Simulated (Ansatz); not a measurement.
Calculation: PBE (plane waves to 420 eV, PAW; Ansatz, a first-principles code).

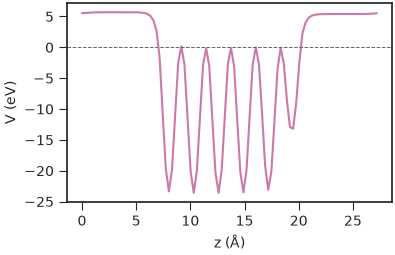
Fig. 1. Plane-averaged electrostatic potential energy along the normal, in eV from the Fermi level, for the (111) surface of fcc Pt, one row in 3 of the top plane missing (bottom of the slab: a bare face, its two planes held)

Set-up: 17 atoms, 11.5 Å thick at the start; mesh 15x5x1; 0.1 eV smearing; dipole correction on; 6 atoms held, the rest relaxed; start symmetry kept, larger cells not searched; no spin, no spin-orbit, no U. It is one candidate, not shown to be the stable structure of the face.

The vacuum level lies 5.40 eV above the Fermi level over the top face and 5.68 eV above it under the bottom face.
